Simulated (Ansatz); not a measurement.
# BLYP/STO-3G run of CH4Si (SMILES C=[SiH2])

Aim: the electronic atomisation energy of CH4Si at BLYP/STO-3G, from 4 runs. 

Program for the calculation: Ansatz 0.2.0.

43 further runs of the same task are left out: 43 set aside as unsound or not needed.

### Step 1. The structure to begin with

CH4Si has 6 atoms, charge 0, and is taken as a singlet. SMILES: `C=[SiH2]`. The coordinates come from a GFN2-xTB relaxation.

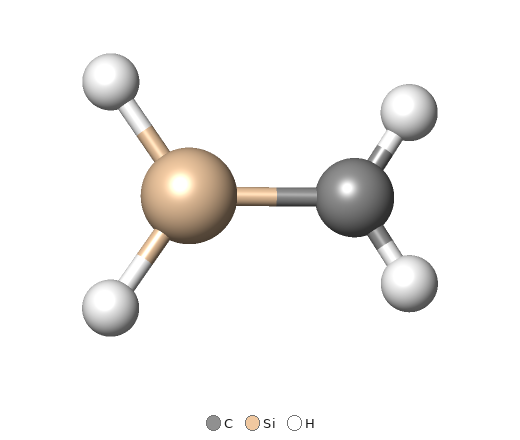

The structure, seen from a chosen angle (carbon grey, silicon light orange, hydrogen white).

### Step 2. A single-point energy at BLYP/STO-3G

The input, in.yaml:

```yaml
crystal:
  periodic: [false, false, false]
  atoms:
    - {symbol: C, position_ang: [-0.738690, -0.547160, -0.265100]}
    - {symbol: Si, position_ang: [0.611270, 0.451760, 0.218260]}
    - {symbol: H, position_ang: [-1.408510, -0.996610, 0.448130]}
    - {symbol: H, position_ang: [-0.962920, -0.758160, -1.296740]}
    - {symbol: H, position_ang: [0.952980, 0.765970, 1.600750]}
    - {symbol: H, position_ang: [1.545870, 1.084200, -0.705300]}
basis:
  gaussian: {orbitals: STO-3G}
accuracy: high
hamiltonian: {xc: {name: BLYP}}
total_charge: 0
```

Launch:

```
$ ansatz run in.yaml --threads 1 --pin off --max-ram 2610MiB --events-out events.jsonl --progress --plain --runs-dir runs
```

Log:

```text
Warning: RAYON_NUM_THREADS=1 ignored (pool sized by the plan → 1); use --threads N
Functional definition: BLYP
  name "BLYP"
  parameter beta = 0.0042
  parameter a = 0.04918
  parameter b = 0.132
  parameter c = 0.2533
  parameter d = 0.349
  exchange = b88_x(beta = beta)
  correlation = lyp_c(a = a, b = b, c = c, d = d)
310 factors; integrals over basis functions are off by at most 1.1e-8 eV
mean field evaluation 1: about -8867.5216 eV, gradient 3.2e1 eV
mean field evaluation 2: about -8851.3683 eV, gradient 6.5e1 eV
mean field evaluation 4: about -8871.4045 eV, gradient 2.6e0 eV
mean field evaluation 8: about -8871.3569 eV, gradient 7.7e-2 eV
mean field evaluation 16: about -8871.3569 eV, gradient 5.2e-8 eV
mean field -8871.35690301 eV, -326.0163529639 hartree, gradient 2.2e-9 eV, S^2 0.000000; 0 other end points of the search recorded, 0 dependent functions left out
reference -8871.35694079 eV, -326.0163543522 hartree; 12, 12 occupied and 6, 6 virtual orbitals, 310 factors
Total energy: -8871.35694079 eV, -326.0163543522 hartree
```

Wall time 1.1 s (1 thread of Arm Neoverse V1, shared host); peak memory 0.092 GiB.

### Step 3. The C atom, same level

The input, input.yaml:

```yaml
crystal:
  periodic: [false, false, false]
  atoms:
    - {symbol: C, position_ang: [0.000000, 0.000000, 0.000000]}
basis:
  gaussian: {orbitals: STO-3G}
magnetization: {spin_polarized: true, initial_magnetization: 2}
hamiltonian: {xc: {name: BLYP}}
accuracy: high
```

Run the same way, it converges to -37.33296 Eh (log not shown).

### Step 4. The H atom, same level

The input, molecule.yaml:

```yaml
crystal:
  periodic: [false, false, false]
  atoms:
    - {symbol: H, position_ang: [0.000000, 0.000000, 0.000000]}
basis:
  gaussian: {orbitals: STO-3G}
magnetization: {spin_polarized: true, initial_magnetization: 1}
hamiltonian: {xc: {name: BLYP}}
accuracy: high
```

Launch:

```
$ ansatz run molecule.yaml --threads 1 --pin off --max-ram 2610MiB --events-out events.jsonl --progress --plain --runs-dir runs
```

Log:

```text
Warning: RAYON_NUM_THREADS=1 ignored (pool sized by the plan → 1); use --threads N
Functional definition: BLYP
  name "BLYP"
  parameter beta = 0.0042
  parameter a = 0.04918
  parameter b = 0.132
  parameter c = 0.2533
  parameter d = 0.349
  exchange = b88_x(beta = beta)
  correlation = lyp_c(a = a, b = b, c = c, d = d)
1 factors; integrals over basis functions are off by at most 4.6e-10 eV
mean field evaluation 1: about -12.5918 eV, gradient 0.0e0 eV
mean field evaluation 2: about -12.5918 eV, gradient 0.0e0 eV
mean field -12.59181263 eV, -0.4627405790 hartree, gradient 0.0e0 eV, S^2 0.750000; 0 other end points of the search recorded, 0 dependent functions left out
reference -12.59183075 eV, -0.4627412451 hartree; 1, 0 occupied and 0, 1 virtual orbitals, 1 factors
Total energy: -12.59183075 eV, -0.4627412451 hartree
```

Wall time 0.08 s (1 thread of Arm Neoverse V1, shared host).

### Step 5. The Si atom, same level

The input, molecule.yaml:

```yaml
crystal:
  periodic: [false, false, false]
  atoms:
    - {symbol: Si, position_ang: [0.000000, 0.000000, 0.000000]}
basis:
  gaussian:
    orbitals: STO-3G
magnetization:
  spin_polarized: true
  initial_magnetization: 2
hamiltonian:
  xc: {name: BLYP}
accuracy: high
```

Launch:

```
$ ansatz run molecule.yaml --threads 1 --pin off --max-ram 2610MiB --events-out events.jsonl --progress --plain --runs-dir runs
```

Log:

```text
Warning: RAYON_NUM_THREADS=1 ignored (pool sized by the plan → 1); use --threads N
Functional definition: BLYP
  name "BLYP"
  parameter beta = 0.0042
  parameter a = 0.04918
  parameter b = 0.132
  parameter c = 0.2533
  parameter d = 0.349
  exchange = b88_x(beta = beta)
  correlation = lyp_c(a = a, b = b, c = c, d = d)
42 factors; integrals over basis functions are off by at most 2.5e-9 eV
mean field evaluation 1: about -7779.8587 eV, gradient 6.8e-1 eV
mean field evaluation 2: about -7779.8599 eV, gradient 7.7e-2 eV
mean field evaluation 4: about -7779.8592 eV, gradient 8.8e-4 eV
mean field evaluation 8: about -7779.8592 eV, gradient 8.7e-10 eV
mean field evaluation 16: about -7779.8592 eV, gradient 2.1e-4 eV
mean field -7779.85922564 eV, -285.9045531643 hartree, gradient 2.3e-11 eV, S^2 2.000000; 1 other end points of the search recorded, 0 dependent functions left out
reference -7779.85925335 eV, -285.9045541826 hartree; 8, 6 occupied and 1, 3 virtual orbitals, 42 factors
Total energy: -7779.85925335 eV, -285.9045541826 hartree
```

Wall time 0.46 s (1 thread of Arm Neoverse V1, shared host).

### Step 6. What came out

Level: BLYP/STO-3G.

```
                     quantity          value
       molecule: total energy  -326.01635 Eh
         C atom: total energy   -37.33296 Eh
                 C atom: ⟨S²⟩          2.000
         H atom: total energy    -0.46274 Eh
                 H atom: ⟨S²⟩          0.750
        Si atom: total energy  -285.90455 Eh
                Si atom: ⟨S²⟩          2.000
electronic atomisation energy      25.249 eV
```

Taking the molecule apart into free atoms costs 25.25 eV (2436 kJ/mol), before zero-point energy and without spin-orbit coupling. In a minimal basis such a difference can be off by several eV, whatever the method.
